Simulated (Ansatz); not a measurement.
# Calculations on H₄CO

## 1. Relaxation

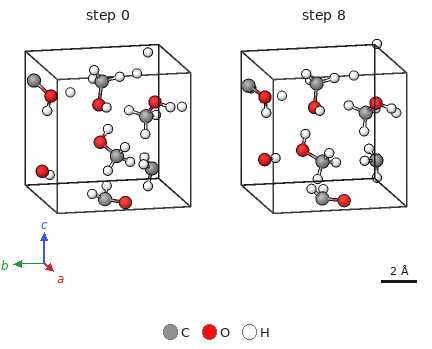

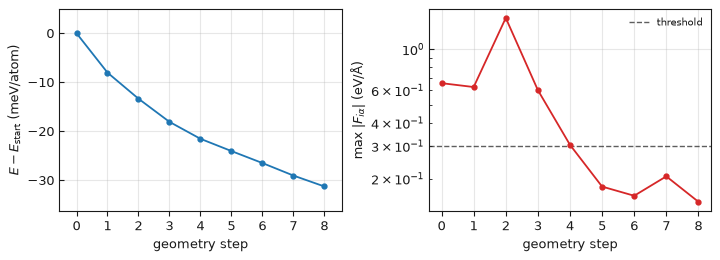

First and last geometry of a relaxation of an amorphous cell of composition H4CO, with the history of the run. A ball-and-stick model of the cell of the calculation (origin shifted), seen from a free direction.

The cell holds 6 CH3OH. The run prepares the start of a later molecular dynamics calculation, from a guessed geometry.

These are results of DFT PBE-D3(BJ), scalar-relativistic, plane waves, PAW in Ansatz 0.2.0, not measurements. Settings: plane-wave cutoff 420 eV; k-point mesh 1 × 1 × 1; occupations fermi dirac; smearing width 0.02 eV; no spin polarisation; atoms relaxed in a fixed cell; force threshold 0.3 eV/Å; at most 15 steps.

> Read the history and describe the run.

It converged. The largest move is that of an H atom, 1.30 Å along [−2 2 −1]. By element the largest moves are H 1.30 Å, O 0.94 Å, C 0.70 Å. The cell doesn't change. Some distances before and after: H–O 0.970 → 0.987 Å, C–O 1.423 → 1.435 Å, C–H 1.097 → 1.106 Å. Bond angles that change, for instance: C–O–H 107.4° → 110.6°. The energy falls by 31.3 meV per atom in 8 geometry steps. The largest force component goes from 0.66 to 0.15 eV/Å.

```csv
step,"E − E(0), meV/atom","largest force component, eV/Å"
0,0.00,0.6571
1,-8.03,0.6263
2,-13.35,1.4785
3,-18.08,0.6024
4,-21.54,0.3052
5,-24.04,0.1816
6,-26.48,0.1620
7,-29.03,0.2063
8,-31.26,0.1504
```

Limits of the set-up: the periodic images lie only 8.1 Å apart, so the values are limited by the cell's size.

## 2. Dynamics

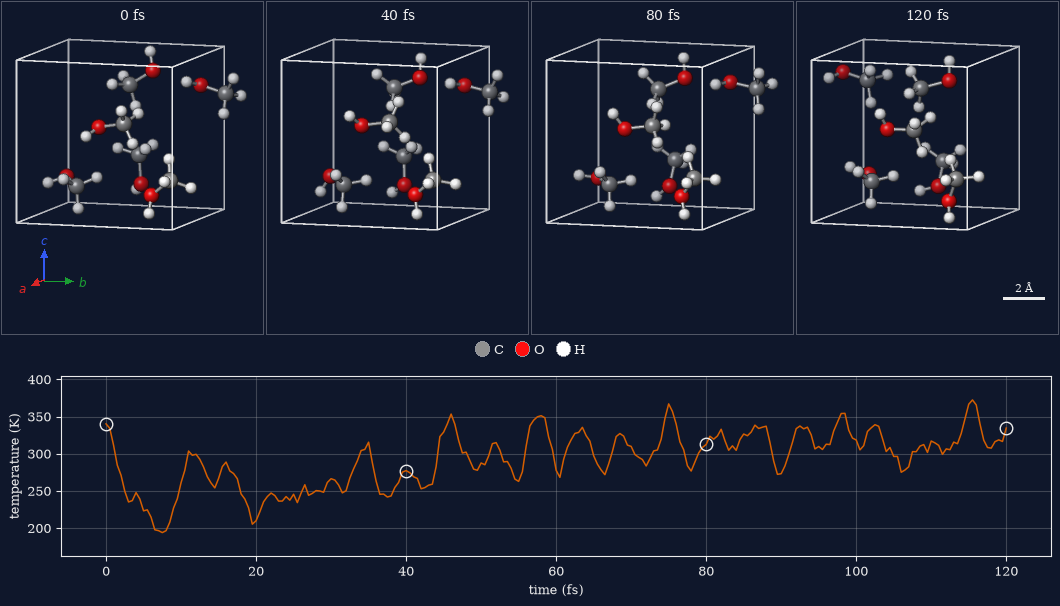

Molecular dynamics of a periodic cell with 6 CH3OH at 0.611 g/cm³, 120 fs long. Frames and the history of the run. The picture is a ball-and-stick view of the simulation cell, seen slightly off an axis. Atoms that leave the cell re-enter on the other side.

Level of theory: DFT PBE-D3(BJ), scalar-relativistic, plane waves, PAW (Ansatz). Run with plane-wave cutoff 420 eV; k-point mesh 1 × 1 × 1; Fermi-Dirac smearing 0.02 eV; Langevin thermostat (NVT); set temperature 350 K; time step 0.5 fs; friction 0.02 per fs.

Q: What do the frames and curves show?

A: The mean temperature in the second half is 315 K (standard deviation 22 K). The potential energy is still drifting at the end, so the run hasn't reached equilibrium. The potential energy in the second half lies on average 30.6 meV per atom above the first frame. In the second half of the run the atoms are, in the root-mean-square, this far from where they began (common drift taken out): H 0.93 Å, O 0.40 Å, C 0.35 Å. The heavy atoms stay within a fraction of a molecule's size of their starting places, while the hydrogen atoms travel further, as molecules turn; so short a run doesn't tell a liquid from a solid.

Limits of the set-up: the periodic images lie only 8.1 Å apart, so the values are limited by the cell's size.

Cost: 9.7 min on 1 thread of Arm Neoverse V1, on a shared host, peak memory 0.43 GiB.

## 3. Dynamics

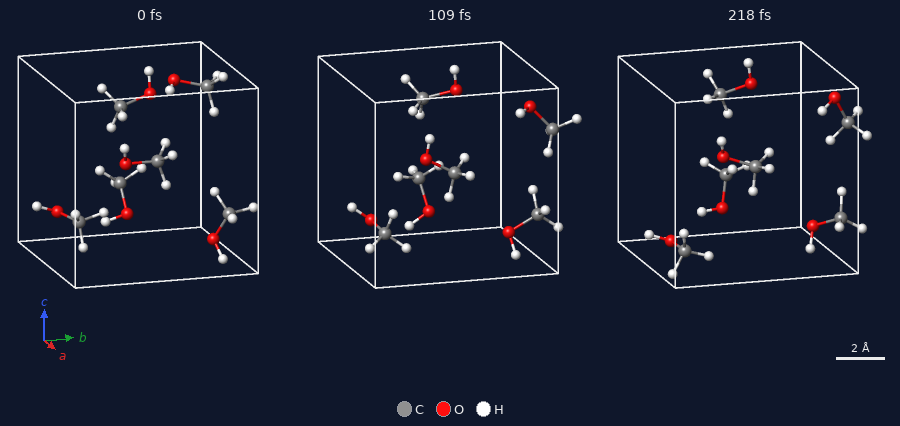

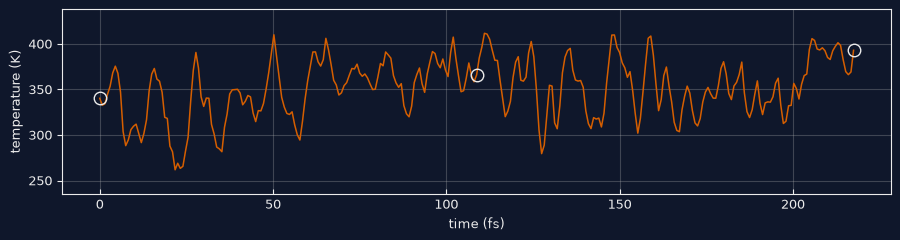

Molecular dynamics of a periodic cell with 6 CH3OH at 0.611 g/cm³, 218 fs long. It starts from the last geometry of an earlier run, with fresh velocities. Frames and the history of the run. The picture is a ball-and-stick view of the simulation cell, seen slightly off an axis. Atoms that leave the cell re-enter on the other side.

These are results of Ansatz, DFT PBE-D3(BJ), scalar-relativistic, plane waves, PAW, not measurements. Set-up: plane-wave cutoff 420 eV; k-point mesh 1 × 1 × 1; Fermi-Dirac smearing 0.02 eV; Langevin thermostat (NVT); set temperature 350 K; time step 0.75 fs; friction 0.01 per fs.

The input:
```yaml
crystal:
  lattice:
    - [8.054832, 0.0, 0.0]
    - [0.0, 8.054832, 0.0]
    - [0.0, 0.0, 8.054832]
  atoms:
    - { symbol: C, position: [0.6907472, 0.54186864, 0.56179582] }
    - { symbol: O, position: [0.68450759, 0.36875406, 0.55852573] }
    - { symbol: H, position: [0.80940054, 0.58611527, 0.61956042] }
    - { symbol: H, position: [0.74738185, 0.3433283, 0.65883317] }
    - { symbol: H, position: [0.6826311, 0.59034417, 0.42689803] }
    - { symbol: H, position: [0.59394093, 0.6148793, 0.63055225] }
    - { symbol: C, position: [0.44581398, 0.18843601, 0.20039656] }
    - { symbol: O, position: [0.2902351, 0.11873854, 0.22221167] }
    - { symbol: H, position: [0.44018666, 0.32529065, 0.23846077] }
    - { symbol: H, position: [0.30242171, 0.0024456, 0.26301054] }
    - { symbol: H, position: [0.54929116, 0.13652592, 0.27006795] }
    - { symbol: H, position: [0.48883966, 0.19772832, 0.07128856] }
    - { symbol: C, position: [0.02684296, 0.02088665, 0.76225718] }
    - { symbol: O, position: [-0.01306409, -0.14847883, 0.79931671] }
    - { symbol: H, position: [-0.0848884, 0.11165979, 0.7841168] }
    - { symbol: H, position: [0.09215342, -0.20423363, 0.77421808] }
    - { symbol: H, position: [0.13366653, 0.07383582, 0.83588171] }
    - { symbol: H, position: [0.05043847, 0.05079247, 0.62722116] }
    - { symbol: C, position: [0.0792707, 0.52700558, 0.29217962] }
    - { symbol: O, position: [0.19115424, 0.53101899, 0.15318087] }
    - { symbol: H, position: [0.09697964, 0.63988944, 0.3683168] }
    - { symbol: H, position: [0.19068719, 0.41315748, 0.12030434] }
    - { symbol: H, position: [-0.05114201, 0.54220192, 0.26126896] }
    - { symbol: H, position: [0.0913816, 0.41319435, 0.37075824] }
    - { symbol: C, position: [0.30980896, 0.45859522, 0.76663301] }
    - { symbol: O, position: [0.27811262, 0.62990496, 0.81580921] }
    - { symbol: H, position: [0.44012168, 0.42761628, 0.74884286] }
    - { symbol: H, position: [0.26568538, 0.62683277, 0.93499115] }
    - { symbol: H, position: [0.25122735, 0.3748175, 0.85691556] }
    - { symbol: H, position: [0.25084192, 0.42621205, 0.64234841] }
    - { symbol: C, position: [0.87967439, 0.87397802, 0.29880199] }
    - { symbol: O, position: [0.81574082, 0.80699017, 0.1521217] }
    - { symbol: H, position: [0.81165118, 0.8159414, 0.40532116] }
    - { symbol: H, position: [0.89289001, 0.83536113, 0.06116853] }
    - { symbol: H, position: [1.00684179, 0.85171654, 0.30667641] }
    - { symbol: H, position: [0.8583347, 1.01321475, 0.31720075] }
basis:
  ecutwfc: 420.0
kpoints:
  mp_grid: { grid: [1, 1, 1] }
hamiltonian:
  xc: pbe
  dispersion: d3bj
scf:
  occupations: { method: fermi_dirac, width: 0.02 }
  lower_state_search: "off"
md:
  timestep: 0.75
  n_steps: 290
  ensemble: nvt_langevin
  temperature: 350.0
  initial_velocities: maxwell_boltzmann
  seed: 401211
  friction: 0.01
```

Command:
```bash
ansatz run input.yaml --threads 1 --pin off --max-ram 3072MiB --backend cpu --events-out ev --progress --plain --runs-dir out
```

Describe the run.

Answer. Root-mean-square distances from the starting positions over the second half, with the common drift of all atoms taken out: H 1.16 Å, C 0.82 Å, O 0.69 Å. The heavy atoms stay within a fraction of a molecule's size of their starting places; so short a run doesn't tell a liquid from a solid. The mean temperature in the second half is 356 K (standard deviation 30 K). The potential energy in the second half lies on average 1.1 meV per atom below the first frame.

Limits of the set-up: the periodic images lie only 8.1 Å apart, so the values are limited by the cell's size.
